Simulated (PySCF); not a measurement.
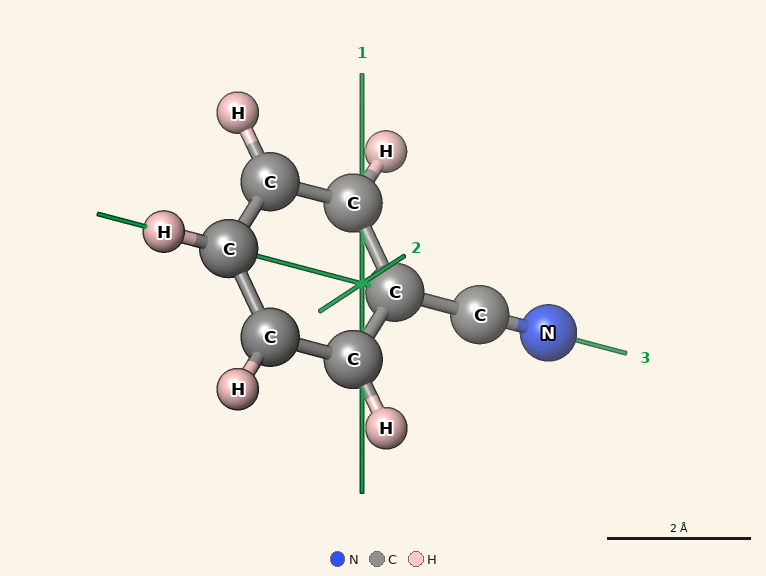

The three principal axes of inertia are drawn and numbered. Atoms fade into the background with distance from the viewer. Computed geometry: GFN2-xTB optimisation. No frequency run is at hand to confirm it as a minimum. Masses are those of the most abundant isotopes; constants are for the rigid equilibrium geometry.

> Which line is the a axis (least moment of inertia), which b and which c?

a is line 3, b is line 1, c is line 2; the moments are 88.3, 321, 409 u Å².

> What kind of rotor is it, and what are its rotational constants in GHz?

An asymmetric top (C2v): A = 5.73, B = 1.58, C = 1.24 GHz. Ray's parameter κ is −0.85, nearer the prolate limit.
